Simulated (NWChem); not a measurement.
**CH4Cl2OSn (SMILES C[O][SnH]([Cl])[Cl]) at 3 levels**

We compute a comparison of 3 runs (HF/def2-SVP, PBE0/def2-SVP, wB97X/def2-SVP) of CH4Cl2OSn. 

The calculation is run with NWChem 7.3.0.

## (1) The system as given

CH4Cl2OSn: 9 atoms, total charge 0, spin state singlet. SMILES: `C[O][SnH]([Cl])[Cl]`. Geometry: relaxed at PBE0-D4/def2-TZVP. This is one conformer, not always the lowest.

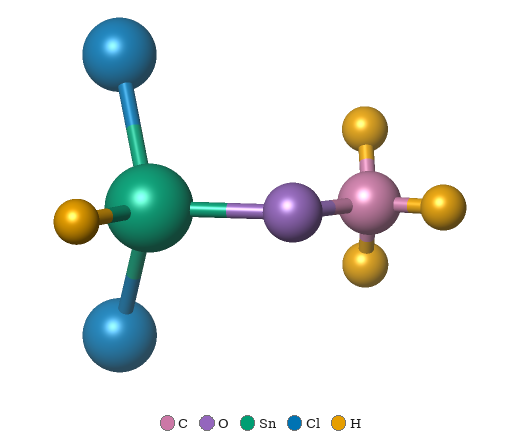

Viewed from a chosen angle; carbon pink, oxygen purple, tin teal, chlorine blue, hydrogen amber.

## (2) Energy and gradient at HF/def2-SVP (core potential) (run 1)

Input file ch4cl2osn.nw:

```
start ch4cl2osn
memory stack 880 mb heap 220 mb global 1100 mb
geometry units angstrom noautosym nocenter noautoz
  C     -0.688000     0.122500     1.309200
  O      0.621800     0.167500     0.777900
  Sn     0.933600    -0.081900    -1.115700
  Cl     0.044100    -2.131500    -1.709900
  Cl    -0.306600     1.507200    -2.248000
  H     -1.165000    -0.849600     1.141300
  H     -0.609100     0.285500     2.386300
  H     -1.327800     0.905600     0.887400
  H      2.585500     0.028400    -1.445600
end
basis "ao basis" spherical bse
  C library def2-SVP
  O library def2-SVP
  Sn library def2-SVP
  Cl library def2-SVP
  H library def2-SVP
end
ecp bse
  Sn library def2-SVP
end
scf
  nopen 0
  rhf
  thresh 1e-08
  maxiter 80
  print medium
end
task scf gradient
```

The run is started by

```bash
nwchem ch4cl2osn.nw > ch4cl2osn.out
```

What it wrote:

```text
[...]
  functions       =   110
[...]
  wavefunction    = RHF
[...]
         Total SCF energy =  -1247.112113131538
      One-electron energy =  -2654.176635296853
      Two-electron energy =    980.231839908339
 Nuclear repulsion energy =    426.832682256977
        Time for solution =     30.0s
[...]
                         RHF ENERGY GRADIENTS
    atom               coordinates                        gradient
                 x          y          z           x          y          z
   1 C      -1.300131   0.231491   2.474029   -0.009202  -0.001546  -0.004818
   2 O       1.175032   0.316529   1.470018    0.015170   0.001392  -0.000189
   3 Sn      1.764248  -0.154769  -2.108367   -0.012879  -0.001667  -0.002991
   4 Cl      0.083337  -4.027951  -3.231242    0.002706   0.007255   0.002069
   5 Cl     -0.579390   2.848195  -4.248104    0.003939  -0.005711   0.003963
   6 H      -2.201531  -1.605511   2.156744   -0.001395  -0.001789   0.000042
   7 H      -1.151032   0.539517   4.509453    0.001867   0.000433   0.001850
   8 H      -2.509178   1.711336   1.676943   -0.001642   0.001425  -0.000427
   9 H       4.885887   0.053668  -2.731788    0.001437   0.000208   0.000500
[...]
```

It took 40 s on 1 thread of AMD EPYC 7B13 (Zen 3), shared host; peak memory 0.1 GiB.

## (3) Energy and gradient at PBE0/def2-SVP (core potential) (run 2)

Input file calc.nw:

```
start calc
title "CH4Cl2OSn"
memory 2200 mb
charge 0

geometry noautosym nocenter noautoz
  C       -0.688000       0.122500       1.309200
  O        0.621800       0.167500       0.777900
  Sn       0.933600      -0.081900      -1.115700
  Cl       0.044100      -2.131500      -1.709900
  Cl      -0.306600       1.507200      -2.248000
  H       -1.165000      -0.849600       1.141300
  H       -0.609100       0.285500       2.386300
  H       -1.327800       0.905600       0.887400
  H        2.585500       0.028400      -1.445600
end

basis "ao basis" spherical bse
  * library def2-SVP
end

ecp bse
  Sn library def2-SVP
end

dft
  xc pbe0
  grid fine
  convergence energy 1e-08
  maxiter 100
  mulliken
  noprint "final vectors analysis"
end

task dft gradient
```

The run is started by

```bash
nwchem calc.nw > calc.out
```

What it wrote:

```text
[...]
          Wavefunction type:  closed shell.
          No. of atoms     :     9
          No. of electrons :    74
[...]
          Charge           :     0
          Spin multiplicity:     1
[...]
          AO basis - number of functions:   110
[...]
              XC Information
              --------------
                         PBE0 Method XC Functional
                     Hartree-Fock (Exact) Exchange  0.250
          PerdewBurkeErnzerhof Exchange Functional  0.750
            Perdew 1991 LDA Correlation Functional  1.000 local
           PerdewBurkeErnz. Correlation Functional  1.000 non-local
[...]
 d= 0,ls=0.0,diis     1  -1249.6022249645 -1.68D+03  1.72D-02  7.80D-01     3.7
[...]
 d= 0,ls=0.0,diis    10  -1249.7081322416 -2.17D-09  3.51D-07  3.56D-09    28.4
         Total DFT energy =    -1249.708132241625
      One electron energy =    -2655.064572604537
           Coulomb energy =     1068.262520768516
    Exchange-Corr. energy =      -89.738762662579
 Nuclear repulsion energy =      426.832682256977
[...]
  wavefunction    = closed shell
                         DFT ENERGY GRADIENTS
    atom               coordinates                        gradient
                 x          y          z           x          y          z
   1 C      -1.300131   0.231491   2.474029   -0.010065  -0.000475   0.003015
   2 O       1.175032   0.316529   1.470018    0.005243  -0.001330  -0.012366
   3 Sn      1.764248  -0.154769  -2.108367   -0.008497   0.000022   0.005682
   4 Cl      0.083337  -4.027951  -3.231242    0.003319   0.008183   0.002368
   5 Cl     -0.579390   2.848195  -4.248104    0.004708  -0.006384   0.004504
   6 H      -2.201531  -1.605511   2.156744    0.003064   0.005031   0.000575
   7 H      -1.151032   0.539517   4.509453    0.000481  -0.000824  -0.005963
   8 H      -2.509178   1.711336   1.676943    0.003957  -0.004051   0.001893
   9 H       4.885887   0.053668  -2.731788   -0.002211  -0.000171   0.000293
[...]
```

Wall time 40 s (1 thread of AMD EPYC 7B13 (Zen 3), shared host); peak memory 0.13 GiB.

## (4) Energy and gradient at wB97X/def2-SVP (core potential) (run 3)

Input file ch4cl2osn.nw:

```
echo
start ch4cl2osn
title "CH4Cl2OSn wB97X"
memory total 2200 mb

geometry noautosym nocenter noautoz
  C     -0.688000     0.122500     1.309200
  O      0.621800     0.167500     0.777900
  Sn     0.933600    -0.081900    -1.115700
  Cl     0.044100    -2.131500    -1.709900
  Cl    -0.306600     1.507200    -2.248000
  H     -1.165000    -0.849600     1.141300
  H     -0.609100     0.285500     2.386300
  H     -1.327800     0.905600     0.887400
  H      2.585500     0.028400    -1.445600
end

basis spherical bse
  * library def2-SVP
end

ecp bse
  Sn library def2-SVP
end

dft
  xc wb97x
  grid fine
  convergence energy 1e-08
  maxiter 100
  mulliken
  noprint "final vectors analysis"
end

task dft gradient
```

The run is started by

```bash
nwchem ch4cl2osn.nw > ch4cl2osn.out
```

What it wrote:

```text
[...]
          Wavefunction type:  closed shell.
          No. of atoms     :     9
          No. of electrons :    74
[...]
          Charge           :     0
          Spin multiplicity:     1
[...]
          AO basis - number of functions:   110
[...]
              XC Information
              --------------
                       wb97x  Method XC Functional
                     Hartree-Fock (Exact) Exchange  1.000
                         wb97x Exchange Functional  1.000
                      wb97x Correlation Functional  1.000
[...]
 d= 0,ls=0.0,diis     1  -1250.0466011965 -1.68D+03  1.18D-02  7.82D-01     8.6
[...]
 d= 0,ls=0.0,diis    10  -1250.1468435092 -3.17D-09  2.87D-07  1.41D-09    89.2
         Total DFT energy =    -1250.146843509152
      One electron energy =    -2654.998837381118
           Coulomb energy =     1068.211025065729
    Exchange-Corr. energy =      -90.191713450740
 Nuclear repulsion energy =      426.832682256977
[...]
      Total Density - Mulliken Population Analysis
     ---------------------------------------------
    Atom       Charge   Shell Charges
 -----------   ------   -------------------------------------------------------
    1 C    6     5.84   1.99  0.88  0.14  2.05  0.73  0.06
    2 O    8     8.56   1.99  1.07  0.74  2.85  1.91  0.01
    3 Sn  22    21.08   0.42  1.60  1.02  0.05  2.75  3.25  1.29  0.37  9.74  0.57
    4 Cl  17    17.28   2.00  1.98  1.24  0.72  5.93  2.15  3.24  0.01
    5 Cl  17    17.28   2.00  1.98  1.24  0.72  5.93  2.15  3.24  0.01
    6 H    1     0.97   0.75  0.20  0.02
    7 H    1     0.96   0.75  0.19  0.02
    8 H    1     0.97   0.75  0.20  0.02
    9 H    1     1.06   0.67  0.37  0.01
[...]
  wavefunction    = closed shell
[...]
                         DFT ENERGY GRADIENTS
    atom               coordinates                        gradient
                 x          y          z           x          y          z
   1 C      -1.300131   0.231491   2.474029   -0.008824  -0.000641   0.001093
   2 O       1.175032   0.316529   1.470018    0.003489  -0.000909  -0.008368
   3 Sn      1.764248  -0.154769  -2.108367   -0.008089  -0.000039   0.004985
   4 Cl      0.083337  -4.027951  -3.231242    0.002595   0.006029   0.001557
   5 Cl     -0.579390   2.848195  -4.248104    0.003614  -0.004728   0.003127
   6 H      -2.201531  -1.605511   2.156744    0.002900   0.005352   0.000915
   7 H      -1.151032   0.539517   4.509453    0.000966  -0.000743  -0.005709
   8 H      -2.509178   1.711336   1.676943    0.003848  -0.004285   0.002311
   9 H       4.885887   0.053668  -2.731788   -0.000499  -0.000037   0.000089
[...]
```

It took 2.1 min on 1 thread of AMD EPYC 7B13 (Zen 3), shared host; peak memory 0.15 GiB.

## (5) Overview of the runs

| run | level | iteration cap | module | energy (Eh) | dipole moment (D) | largest force (eV/Å) | wall time |
| --- | --- | --- | --- | --- | --- | --- | --- |
| 1 | HF/def2-SVP (core potential) | 80 | scf | -1247.112113 | 1.12 | 0.783 | 40 s |
| 2 | PBE0/def2-SVP (core potential) | 100 | dft | -1249.708132 | 1.13 | 0.694 | 40 s |
| 3 | wB97X/def2-SVP (core potential) | 100 | dft | -1250.146844 | 1.19 | 0.489 | 2.1 min |

## (6) Outcome

| quantity | value |
| --- | --- |
| run 3: total energy | -1250.14684 Eh |
| run 3: dipole moment | 1.19 D |
| run 3: largest force on an atom | 0.489 eV/Å |

The dipole moment (its size) runs from 1.12 D (HF/def2-SVP) to 1.19 D (wB97X/def2-SVP). Totals of different functionals can't be ranked against each other. All runs together took 3.4 min, the longest 2.1 min.
